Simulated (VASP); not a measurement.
Band structure of KOsO$_{3}$ (space group Pm-3m). Level of theory: PBEsol GGA with spin-orbit coupling, VASP's PBE PAW potentials (set 64) (plane waves; VASP).

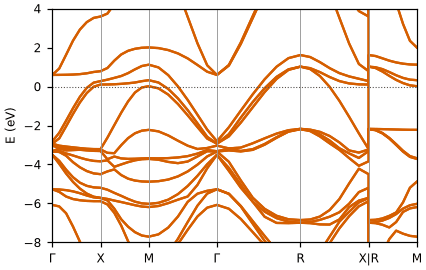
Bands along high-symmetry lines, zero at the valence-band maximum or, without a gap, the Fermi level

Problem. Read the plot: is there a gap, and where are the band edges?

Solution. It has no gap at this level: it comes out as a metal or semimetal.

The structure comes from a computed database's KOsO3 entry (Pm-3m); how it stands against other phases isn't given here. It was relaxed first.
